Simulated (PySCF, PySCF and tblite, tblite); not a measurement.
**C4H7FO2: conformers and averaged spectra**

Which conformers does C4H7FO2 (`FC1OCCCO1`) populate, and what do their averaged NMR parameters look like?

Computed with tblite 0.8.0 (tight binding) and PySCF 2.14.0 (DFT, with response routines of our own); each step states its level. Atoms count from 0 throughout.

## 1. The starting structure

14 atoms, charge 0, multiplicity 1; geometry from: MMFF94s geometry.

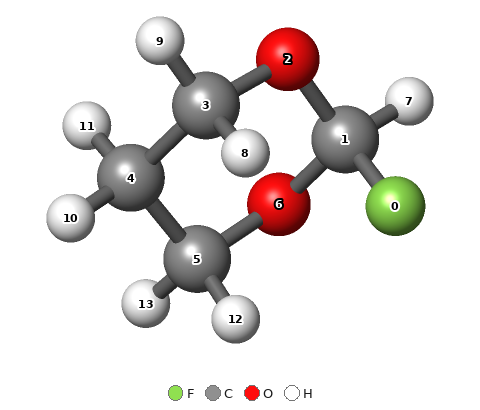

The starting geometry (fluorine green, carbon grey, oxygen red, hydrogen white), atoms numbered.

## 2. GFN2-xTB relaxation, conformer 1

What the job is given:

```
{"job": {"xc": "GFN2-xTB", "basis": "xTB", "kind": "relax"}, "charge": 0, "multiplicity": 1}
F      1.773000     0.206000     1.158600
C      1.563900     0.270900    -0.192600
O      0.697900     1.340200    -0.461800
C     -0.567600     1.161300     0.167000
C     -1.175400    -0.176400    -0.233300
C     -0.176100    -1.287100     0.010700
O      1.067600    -0.984200    -0.623900
H      2.537400     0.459300    -0.661700
H     -0.433600     1.208600     1.264000
H     -1.228900     1.976000    -0.115800
H     -2.116200    -0.364000     0.287100
H     -1.391100    -0.140900    -1.314400
H     -0.013400    -1.439600     1.096600
H     -0.538200    -2.230500    -0.402600
```

Launch:

```console
$ OMP_NUM_THREADS=1 python ens_run.py task.json out
```

One launch serves the whole session.

The log of the run:

```text
step      E/eV     max force
  0    -680.69587    1.594
  1    -680.76574    0.518
  2    -680.78350    0.373
  3    -680.79342    0.294
  4    -680.80886    0.363
  5    -680.81417    0.216
  6    -680.81702    0.124
  7    -680.81891    0.140
  8    -680.82114    0.190
  9    -680.82287    0.140
 10    -680.82416    0.122
 11    -680.82522    0.115
 12    -680.82623    0.125
 13    -680.82700    0.109
 14    -680.82752    0.055
 15    -680.82786    0.048
 16    -680.82814    0.051
 17    -680.82836    0.049
 18    -680.82851    0.030
 19    -680.82851    0.030
 20    -680.82856    0.027
 21    -680.82868    0.021
 22    -680.82872    0.022
 23    -680.82886    0.026
 24    -680.82897    0.030
 25    -680.82911    0.036
 26    -680.82920    0.032
 27    -680.82929    0.025
 28    -680.82936    0.024
 29    -680.82943    0.021
 30    -680.82949    0.020
 31    -680.82953    0.018
 32    -680.82956    0.017
 33    -680.82961    0.020
 34    -680.82966    0.020
 35    -680.82970    0.017
 36    -680.82974    0.015
 37    -680.82977    0.018
 38    -680.82979    0.014
 39    -680.82980    0.007
 40    -680.82981    0.003
```

Run time: 0.21 s. Hardware: 1 thread of Arm Neoverse V1, shared host.

Relaxing gained 0.134 eV and moved the atoms by 0.06 Å on average (rms).

## 3. DFT optimisation, start 1: PBE0-D3(BJ)/def2-SVP

What the job is given:

```
{"job": {"kind": "geom", "xc": "PBE0", "basis": "def2-SVP", "d3": "d3bj", "grid": 1, "maxiter": 40}, "charge": 0, "multiplicity": 1}
F      1.882630     0.228039     1.157761
C      1.538812     0.262775    -0.197496
O      0.703702     1.315334    -0.407539
C     -0.581953     1.141074     0.192714
C     -1.200037    -0.177034    -0.267038
C     -0.188737    -1.281236     0.030787
O      1.073435    -0.962570    -0.559859
H      2.470664     0.450808    -0.746063
H     -0.475455     1.155823     1.284851
H     -1.165031     2.004679    -0.127378
H     -2.136416    -0.364336     0.255609
H     -1.385372    -0.135404    -1.341572
H     -0.060153    -1.403106     1.113798
H     -0.476767    -2.235320    -0.410743
```

The log of the run:

```text
step      E/eV     max force
  0    -11053.08255   0.9814
  1    -11053.11188   0.4520
  2    -11053.11465   0.0578
  3    -11053.11472   0.0093
```

It took 26 s on 1 thread of Arm Neoverse V1, shared host; peak memory 0.56 GiB.

Gain 0.032 eV; displacement 0.02 Å root mean square.

## 4. Shieldings, conformer 1: PBE0/pcSseg-1

What the job is given:

```
{"job": {"xc": "PBE0", "basis": "pcSseg-1", "kind": "nmr", "pop": true}, "charge": 0, "multiplicity": 1}
F      1.876143     0.224728     1.158298
C      1.558028     0.264733    -0.182075
O      0.704618     1.309556    -0.402932
C     -0.577399     1.145349     0.184049
C     -1.184514    -0.175392    -0.254325
C     -0.182792    -1.282341     0.021816
O      1.071852    -0.956555    -0.556837
H      2.479140     0.452715    -0.751298
H     -0.490837     1.190737     1.284418
H     -1.175777     2.005022    -0.145947
H     -2.130781    -0.364289     0.275966
H     -1.400144    -0.138587    -1.334173
H     -0.061148    -1.439154     1.108556
H     -0.487067    -2.236995    -0.427684
```

The log of the run:

```text
coarse grid: 11944 points
cycle   1  E = -406.2531731059  dE =  1.142e+00  |g| = 8.556e-01  |ddm| = 3.216e+00
cycle   2  E = -406.1677503842  dE =  8.542e-02  |g| = 1.139e+00  |ddm| = 1.097e+00
cycle   3  E = -406.3764217536  dE = -2.087e-01  |g| = 5.980e-02  |ddm| = 6.406e-01
cycle   4  E = -406.3769557989  dE = -5.340e-04  |g| = 2.840e-02  |ddm| = 5.074e-02
cycle   5  E = -406.3771139774  dE = -1.582e-04  |g| = 8.654e-03  |ddm| = 2.436e-02
cycle   6  E = -406.3771257995  dE = -1.182e-05  |g| = 2.647e-03  |ddm| = 6.404e-03
cycle   7  E = -406.3771269865  dE = -1.187e-06  |g| = 3.034e-04  |ddm| = 1.658e-03
final grid: 116456 points
cycle   8  E = -406.4467605204  dE = -3.033e-05  |g| = 1.339e-02  |ddm| = 2.274e-02
cycle   9  E = -406.4467310332  dE =  2.949e-05  |g| = 1.868e-02  |ddm| = 1.780e-02
cycle  10  E = -406.4467927945  dE = -6.176e-05  |g| = 9.068e-04  |ddm| = 1.071e-02
cycle  11  E = -406.4467929510  dE = -1.565e-07  |g| = 2.938e-04  |ddm| = 8.829e-04
cycle  12  E = -406.4467929637  dE = -1.266e-08  |g| = 8.109e-05  |ddm| = 2.067e-04
cycle  13  E = -406.4467929646  dE = -9.404e-10  |g| = 2.151e-05  |ddm| = 5.922e-05
converged SCF energy = -406.4467929646

GIAO shielding tensors (ppm)
atom      isotropic    diamagn.    paramagn.     s11        s22        s33       span
  0 F      301.517     475.447    -173.930    193.123    342.859    368.569    175.447
  1 C       69.997     239.566    -169.569     49.351     74.018     86.621     37.270
  2 O      244.023     396.345    -152.322    168.120    253.393    310.555    142.435
  3 C      125.227     244.998    -119.771    104.323    113.402    157.956     53.632
  4 C      157.974     249.392     -91.418    148.640    156.694    168.587     19.947
  5 C      125.263     245.026    -119.764    104.365    113.449    157.975     53.610
  6 O      243.978     396.350    -152.372    168.159    253.145    310.630    142.471
  7 H       25.609      26.443      -0.834     22.411     23.159     31.257      8.847
  8 H       27.119      29.785      -2.666     23.251     26.177     31.928      8.678
  9 H       27.612      28.661      -1.049     23.235     26.450     33.151      9.916
 10 H       30.345      29.750       0.595     27.042     27.095     36.900      9.858
 11 H       29.101      29.911      -0.810     25.531     27.381     34.392      8.862
 12 H       27.116      29.791      -2.676     23.251     26.178     31.918      8.666
 13 H       27.614      28.666      -1.051     23.237     26.450     33.155      9.918
```

It took 19 s on 1 thread of Arm Neoverse V1, shared host; peak memory 0.88 GiB.

This run: HOMO -8.08 eV, LUMO 1.37 eV; dipole 2.43 D.

Orbitals, density, ELF and potential are computed afterwards from the orbital file.

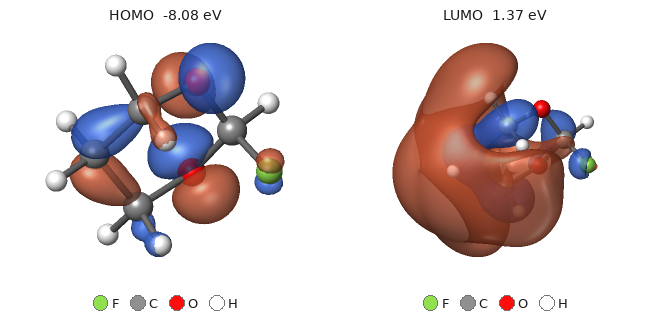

Frontier orbitals at PBE0/pcSseg-1; each surface holds 70 % of the orbital's density, blue and red mark the sign.

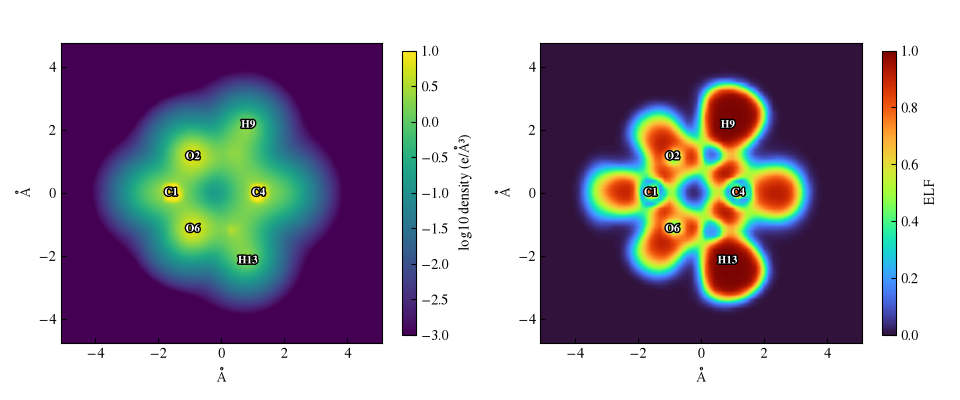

Density (left) and ELF (right) in a plane through or near 6 of the atoms.

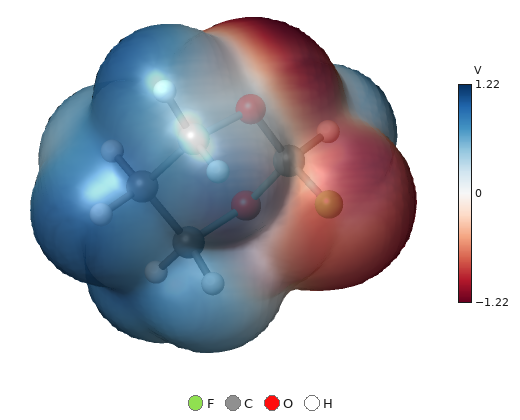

The potential that a unit positive charge feels on the 0.002 e/bohr³ surface, from -1.22 V near O6 to 1.00 V near H10.

## 5. Single-point energy, conformer 1: PBE0/def2-TZVP

The job, as its differences from that of step 4:

```diff
@@ -1,2 +1,2 @@
-{"job": {"xc": "PBE0", "basis": "pcSseg-1", "kind": "nmr", "pop": true}, "charge": 0, "multiplicity": 1}
+{"job": {"xc": "PBE0", "basis": "def2-TZVP", "kind": "sp"}, "charge": 0, "multiplicity": 1}
 F      1.876143     0.224728     1.158298
```

The log of the run:

```text
coarse grid: 11944 points
cycle   1  E = -406.5264046563  dE =  1.134e+00  |g| = 8.775e-01  |ddm| = 2.796e+00
cycle   2  E = -406.4237956916  dE =  1.026e-01  |g| = 1.204e+00  |ddm| = 1.203e+00
cycle   3  E = -406.6537261635  dE = -2.299e-01  |g| = 6.346e-02  |ddm| = 7.135e-01
cycle   4  E = -406.6542876151  dE = -5.615e-04  |g| = 3.292e-02  |ddm| = 5.490e-02
cycle   5  E = -406.6545013573  dE = -2.137e-04  |g| = 1.006e-02  |ddm| = 2.543e-02
cycle   6  E = -406.6545173560  dE = -1.600e-05  |g| = 2.897e-03  |ddm| = 7.115e-03
cycle   7  E = -406.6545187121  dE = -1.356e-06  |g| = 4.768e-04  |ddm| = 2.011e-03
final grid: 116456 points
cycle   8  E = -406.6501272049  dE = -7.964e-05  |g| = 1.288e-02  |ddm| = 5.775e-02
cycle   9  E = -406.6500990144  dE =  2.819e-05  |g| = 1.806e-02  |ddm| = 1.551e-02
cycle  10  E = -406.6501564388  dE = -5.742e-05  |g| = 1.005e-03  |ddm| = 9.428e-03
cycle  11  E = -406.6501566057  dE = -1.669e-07  |g| = 4.623e-04  |ddm| = 1.122e-03
cycle  12  E = -406.6501566421  dE = -3.639e-08  |g| = 1.031e-04  |ddm| = 3.863e-04
cycle  13  E = -406.6501566435  dE = -1.419e-09  |g| = 3.108e-05  |ddm| = 8.582e-05
cycle  14  E = -406.6501566437  dE = -1.647e-10  |g| = 5.015e-06  |ddm| = 2.656e-05
converged SCF energy = -406.6501566437
```

Run time: 15 s. Hardware: 1 thread of Arm Neoverse V1, shared host; peak memory 0.98 GiB.

This run: HOMO -8.07 eV, LUMO 1.21 eV; dipole 2.32 D.

## 6. Couplings, conformer 1: B3LYP/pcJ-1+pcSseg-1

The job, as its differences from that of step 5:

```diff
@@ -1,2 +1,2 @@
-{"job": {"xc": "PBE0", "basis": "def2-TZVP", "kind": "sp"}, "charge": 0, "multiplicity": 1}
+{"job": {"xc": "B3LYP", "basis": {"default": "pcSseg-1", "H": "pcJ-1", "F": "pcJ-1"}, "nuclei": ["H", "F", "P", "Si", "B"], "kind": "j"}, "charge": 0, "multiplicity": 1}
 F      1.876143     0.224728     1.158298
```

The log of the run:

```text
coarse grid: 11944 points
cycle   1  E = -406.6802734460  dE =  1.088e+00  |g| = 9.407e-01  |ddm| = 2.936e+00
cycle   2  E = -406.5360119904  dE =  1.443e-01  |g| = 1.343e+00  |ddm| = 1.335e+00
cycle   3  E = -406.8256866333  dE = -2.897e-01  |g| = 7.706e-02  |ddm| = 8.108e-01
cycle   4  E = -406.8265390196  dE = -8.524e-04  |g| = 4.048e-02  |ddm| = 6.804e-02
cycle   5  E = -406.8268440578  dE = -3.050e-04  |g| = 1.138e-02  |ddm| = 3.238e-02
cycle   6  E = -406.8268622924  dE = -1.823e-05  |g| = 3.795e-03  |ddm| = 8.331e-03
cycle   7  E = -406.8268648285  dE = -2.536e-06  |g| = 3.792e-04  |ddm| = 2.439e-03
final grid: 116456 points
cycle   8  E = -406.9052475739  dE = -7.439e-05  |g| = 8.191e-03  |ddm| = 1.981e-02
cycle   9  E = -406.9052351314  dE =  1.244e-05  |g| = 1.172e-02  |ddm| = 1.177e-02
cycle  10  E = -406.9052601538  dE = -2.502e-05  |g| = 5.179e-04  |ddm| = 6.972e-03
cycle  11  E = -406.9052601875  dE = -3.375e-08  |g| = 3.107e-04  |ddm| = 6.436e-04
cycle  12  E = -406.9052602071  dE = -1.951e-08  |g| = 5.801e-05  |ddm| = 2.511e-04
cycle  13  E = -406.9052602075  dE = -4.314e-10  |g| = 2.453e-05  |ddm| = 4.308e-05
converged SCF energy = -406.9052602075

Indirect spin-spin couplings (Hz)
  i      j    bonds     total        FC       PSO       DSO        SD
  0 F    7 H    2     72.245    76.271     0.022    -0.724    -3.324
  0 F    8 H    4      0.769     0.584    -0.819     1.309    -0.305
  0 F    9 H    4     -0.895    -0.375     1.123    -1.494    -0.148
  0 F   10 H    5      0.598     0.670     1.001    -0.971    -0.101
  0 F   11 H    5      0.993     1.062     1.588    -1.503    -0.155
  0 F   12 H    4      0.748     0.564    -0.831     1.320    -0.306
  0 F   13 H    4     -0.887    -0.363     1.117    -1.492    -0.149
  7 H    8 H    4     -1.090    -0.715     1.762    -2.136         -
  7 H    9 H    4     -0.729    -0.432     1.741    -2.038         -
  7 H   10 H    5      1.651     1.998     1.706    -2.053         -
  7 H   11 H    5      0.164     0.413     0.932    -1.181         -
  7 H   12 H    4     -1.093    -0.718     1.762    -2.137         -
  7 H   13 H    4     -0.727    -0.430     1.743    -2.040         -
  8 H    9 H    2    -12.715   -12.634     1.683    -1.764         -
  8 H   10 H    3      3.090     3.063    -0.038     0.065         -
  8 H   11 H    3     14.086    14.481     2.178    -2.574         -
  8 H   13 H    4     -0.771    -0.507     1.348    -1.613         -
  9 H   10 H    3      1.508     1.616     0.450    -0.558         -
  9 H   11 H    3      5.845     5.860    -0.044     0.030         -
  9 H   12 H    4     -0.770    -0.505     1.349    -1.614         -
  9 H   13 H    4      1.746     2.002     1.553    -1.808         -
 10 H   11 H    2    -14.492   -14.491     1.962    -1.963         -
 10 H   12 H    3      3.065     3.039    -0.034     0.061         -
 10 H   13 H    3      1.516     1.624     0.449    -0.557         -
 11 H   12 H    3     14.082    14.478     2.178    -2.574         -
 11 H   13 H    3      5.829     5.844    -0.042     0.028         -
 12 H   13 H    2    -12.727   -12.646     1.681    -1.762         -
```

It took 23 s on 1 thread of Arm Neoverse V1, shared host; peak memory 0.93 GiB.

Key values: HOMO -7.79 eV, LUMO 1.02 eV; dipole 2.41 D.

## 7. Averages: properties at PBE0/pcSseg-1

What the job is given:

```
{"job": {"study": "conf", "smiles": "FC1OCCCO1", "search": {"seed": 2733, "n_embed": 90, "ff_keep": 14, "window": 4.0, "nmax": 7, "temps": [150, 200, 250, 298.15, 400], "t_ref": 298.15, "order": 0.001, "geom": true}, "level": {"nmr": {"xc": "PBE0", "basis": "pcSseg-1"}, "sp": {"xc": "PBE0", "basis": "def2-TZVP"}, "j": {"xc": "B3LYP", "basis": {"default": "pcSseg-1", "H": "pcJ-1", "F": "pcJ-1"}, "nuclei": ["H", "F", "P", "Si", "B"], "top": 4}}, "kind": "conf"}, "charge": 0, "multiplicity": 1}
F      1.876143     0.224728     1.158298
C      1.558028     0.264733    -0.182075
O      0.704618     1.309556    -0.402932
C     -0.577399     1.145349     0.184049
C     -1.184514    -0.175392    -0.254325
C     -0.182792    -1.282341     0.021816
O      1.071852    -0.956555    -0.556837
H      2.479140     0.452715    -0.751298
H     -0.490837     1.190737     1.284418
H     -1.175777     2.005022    -0.145947
H     -2.130781    -0.364289     0.275966
H     -1.400144    -0.138587    -1.334173
H     -0.061148    -1.439154     1.108556
H     -0.487067    -2.236995    -0.427684
```

The log of the run:

```text
conformer  sym    E(xTB)   E(DFT)   G(298.15 K)  weight  dipole/D
    1     Cs      0.000    0.000    0.000   1.0000    2.321

mean shielding (ppm) by class
class atoms           150 K      200 K      250 K   298.15 K      400 K
  0 F  0            301.517    301.517    301.517    301.517    301.517
  1 C  1             69.997     69.997     69.997     69.997     69.997
  2 O  2,6            244.0      244.0      244.0      244.0      244.0
  3 C  3,5          125.245    125.245    125.245    125.245    125.245
  4 C  4            157.974    157.974    157.974    157.974    157.974
  5 H  7             25.609     25.609     25.609     25.609     25.609
  6 H  8,12          27.117     27.117     27.117     27.117     27.117
  7 H  9,13          27.613     27.613     27.613     27.613     27.613
  8 H  10            30.345     30.345     30.345     30.345     30.345
  9 H  11            29.101     29.101     29.101     29.101     29.101
```

It took 59 s on 1 thread of Arm Neoverse V1, shared host. This counts the runs that the step sums up.

The search (ETKDG and KDG, MMFF94s, GFN2-xTB) embedded 90 structures, kept 3 distinct ones after the force field and 1 after xTB; 1 was carried on (window 4.0 kcal/mol at the search's own energies). Energies: PBE0/def2-TZVP with D3(BJ).

Conformer by conformer (298 K):

```
no.  group  mirror pair  ΔE xTB  ΔE DFT    ΔG  weight (%)  μ (D)     A, B, C (GHz)
  1     Cs           no    0.00    0.00  0.00       100.0   2.32  4.03, 3.00, 2.23
```

Energies in kcal/mol. ΔG holds xTB vibrations and rotation, symmetry numbers and mirror pairs.

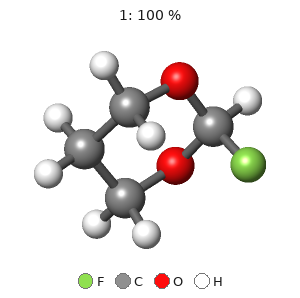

The one conformer.

Shifts against references run at the same level (17O H2O 334.6, 13C TMS 184.4, 19F CFCl3 177.2, 1H TMS 31.27 ppm of shielding), by class of atoms, at 298 K:

```
  atoms                                    environment  average
     C1                 sp3 carbon bearing two oxygens    114.4
 C3, C5                            sp3 CH2 bonded to O     59.2
     C4                              sp3 CH2 in a ring     26.4
     H7  hydrogen on an sp3 carbon bearing two oxygens     5.66
H8, H12             hydrogen on an sp3 CH2 bonded to O     4.15
H9, H13             hydrogen on an sp3 CH2 bonded to O     3.65
    H11               hydrogen on an sp3 CH2 in a ring     2.17
    H10               hydrogen on an sp3 CH2 in a ring     0.92
     F0                      fluorine on an sp3 carbon   -124.3
 O2, O6                                   ether oxygen     90.6
```

Couplings (Hz, B3LYP/pcJ-1+pcSseg-1; one pair named for each class), from conformers that hold 100 % of the weight:

```
   pair  bonds  average
  F0–H7      2     72.2
H10–H11      2    -14.5
  H8–H9      2    -12.7
 H8–H11      3     14.1
 H9–H11      3      5.8
 H8–H10      3      3.1
 H9–H10      3      1.5
 H9–H13      4      1.8
  H7–H8      4     -1.1
  F0–H9      4     -0.9
 H8–H13      4     -0.8
  F0–H8      4      0.8
  H7–H9      4     -0.7
```

Effective distances for nuclear Overhauser effects, ⟨r⁻⁶⟩^(−1/6) over all pairs of two classes (Å): H10···H11 1.78; H8···H9 2.00; H9···H11 2.46; H8···H10 2.48; H9···H10 2.59; H8···H11 3.07; H7···H8 3.67; H7···H11 3.97.

## 8. Summary of results

```
                           quantity                                                 value
                         conformers  1; the first in weight is no. 1 (Cs), 100 % at 298 K
            root-mean-square dipole                                                2.32 D
averaged 13C shifts (PBE0/pcSseg-1)                                 114.4, 59.2, 26.4 ppm
 averaged 1H shifts (PBE0/pcSseg-1)                      5.66, 4.15, 3.65, 2.17, 0.92 ppm
averaged 19F shifts (PBE0/pcSseg-1)                                            -124.3 ppm
```

**Reading.** The search found one conformer in the window, so the averages are its own values.
